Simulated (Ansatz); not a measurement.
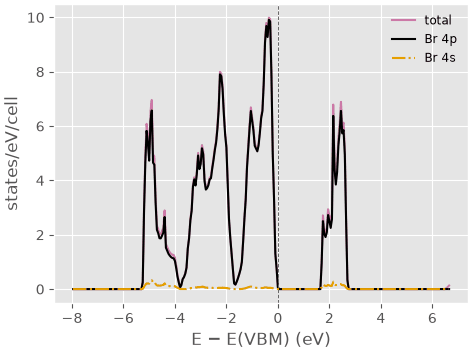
Figure: Total and projected density of states of Br (molecular I2 type, space group No. 64), r²SCAN (plane waves, PAW; program Ansatz)

Task: Which orbitals carry the states next to the gap?

Result: Top 1 eV of the valence band: Br 4p 99 %. Bottom 1 eV of the conduction band: Br 4p 94 %. Projections are on Löwdin-orthogonalised atomic valence shells; empty p or d shells of many metals are not among them.

Task: Where is the tallest occupied peak in this window, and what makes it?

Result: Near -0.3 eV, about 10.0 states/eV per cell; the largest projected share is Br 4p.

Space group Cmce (molecular I2 type). The cell was relaxed with r²SCAN under the symmetry of its start. The substance is a gas or liquid at ambient conditions; this is its low-temperature solid. A crystal of weakly bound units computed without a dispersion correction: the cell and the soft elastic constants depend strongly on that. Scalar-relativistic: spin–orbit coupling is off unless named, which matters more the heavier the elements.

Potentials: the later of the program's two PAW sets.
